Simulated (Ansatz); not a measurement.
**Response to strain in BaZrO3**

The parent structure is BaZrO$_{3}$ in the cubic perovskite structure (space group Pm-3m, No. 221).

```xyz
5
Lattice="4.2050 0.0000 0.0000 0.0000 4.2050 0.0000 0.0000 0.0000 4.2050" Properties=species:S:1:pos:R:3 pbc="T T T"
Ba     0.0000     0.0000     0.0000
Zr     2.1025     2.1025     2.1025
O      0.0000     2.1025     2.1025
O      2.1025     2.1025     0.0000
O      2.1025     0.0000     2.1025
```

Strains are applied to the cell and any free atomic positions relax.

Computed with r2SCAN, PAW, 500 eV (Ansatz, an electronic-structure program; spin-orbit coupling left out).

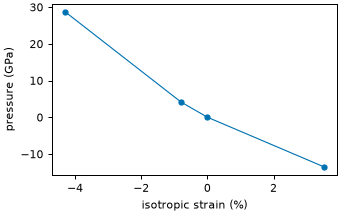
*Pressure against isotropic strain*

```json
[
 {"isotropic strain (%)": "-4.3", "pressure": "28.70 GPa"},
 {"isotropic strain (%)": "-0.8", "pressure": "4.16 GPa"},
 {"isotropic strain (%)": "3.52", "pressure": "-13.50 GPa"}
]
```

Stability against distortions was not tested.
